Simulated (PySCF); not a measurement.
```xyz
20

C    -0.5100    2.4292   -0.7616
C    -0.0091    1.5384    0.0789
Si    0.2074   -0.2980   -0.2961
C    -1.2106   -1.3214    0.4510
C    -2.5697   -0.8514   -0.0471
N     1.6361   -0.7839    0.5355
C     2.9185   -0.1664    0.2963
H    -0.6397    3.4700   -0.5028
H    -0.8156    2.1554   -1.7591
H     0.2801    1.8761    1.0681
H     0.2239   -0.4822   -1.7634
H    -1.0874   -2.3760    0.2017
H    -1.1879   -1.2547    1.5391
H    -3.3760   -1.4383    0.3911
H    -2.7286    0.1932    0.2108
H    -2.6324   -0.9426   -1.1288
H     1.7350   -1.7599    0.7718
H     2.7637    0.8958    0.1209
H     3.4326   -0.5832   -0.5771
H     3.5645   -0.2896    1.1677
```

Geometry: GFN2-xTB.

Theory: B3LYP/def2-SVPD, SCF density, gas phase in PySCF.

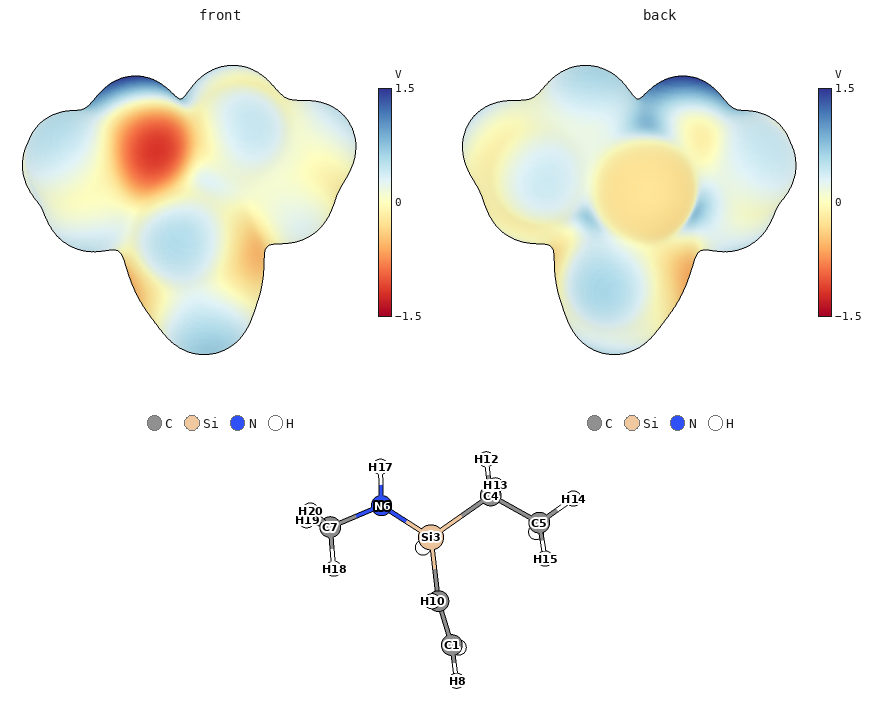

C5H13NSi. The electrostatic potential painted on the density surface at 0.002 e/bohr³, seen from the front and from behind; the colour scale runs from red (negative) to blue (positive). The bare structure is drawn below in the same view.

Describe the electrostatic potential map.

The most negative region (about −1.1 V, or −25 kcal/mol for a unit charge) lies over N6, the most positive (about +1.4 V, or +32 kcal/mol for a unit charge) over H17. N6 is the likeliest acceptor of a hydrogen bond.

How polar is the molecule by this calculation?

Its dipole moment is 0.61 D.
